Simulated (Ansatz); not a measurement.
Input

```
crystal:
  periodic: [false, false, false]
  atoms:
    - { symbol: B, position_ang: [0.00146, 0.020099, -0.103546] }
    - { symbol: H, position_ang: [0.071217, 0.121965, 1.090603] }
    - { symbol: H, position_ang: [1.01357, 0.015845, -0.765919] }
    - { symbol: H, position_ang: [-1.078, -0.079916, -0.646699] }
    - { symbol: "N", position_ang: [0.354962, -0.28448, 3.296358] }
    - { symbol: H, position_ang: [-0.656296, -0.544099, 3.391357] }
    - { symbol: H, position_ang: [0.293087, 0.750587, 3.447846] }
magnetization:
  spin_polarized: true
  initial_magnetization: 1
basis:
  gaussian: { orbitals: def2-SVP }
hamiltonian:
  xc: blyp
  dispersion: d4
relax:
  f_tol: 0.03
  max_steps: 50
output:
  orbitals: {}
```

Run with:

```sh
ansatz run input.yaml --threads 1 --pin off --max-ram 2048MiB --backend cpu --events-out ev --progress --plain --runs-dir out
```

The fields are those of the run's last geometry, not of the input's.

The calculation used Ansatz, UKS BLYP-D4/def2-SVP.

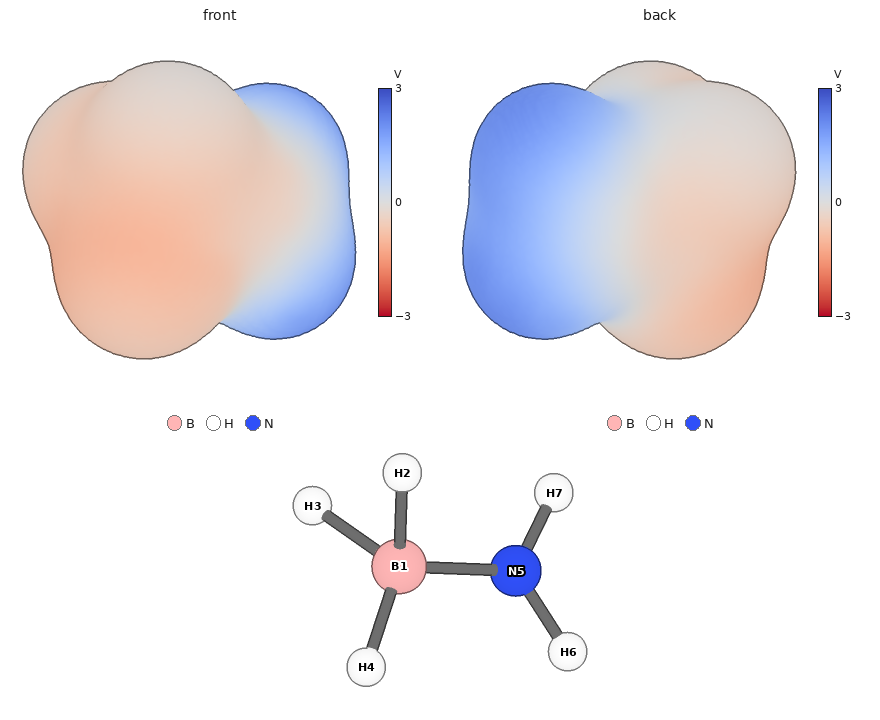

BH₅N (doublet). The electrostatic potential painted on the density surface at 0.002 e/bohr³, seen from the front and from behind; red is negative and blue positive. The bare structure is drawn below in the same view.

Question: Which sites attract a positive test charge, and which a negative one?

Answer: A positive charge is drawn to the negative regions and a negative charge to the positive ones. The most negative region (about −1.0 V) lies over H4, the most positive (about +2.0 V) over H6 and H7.
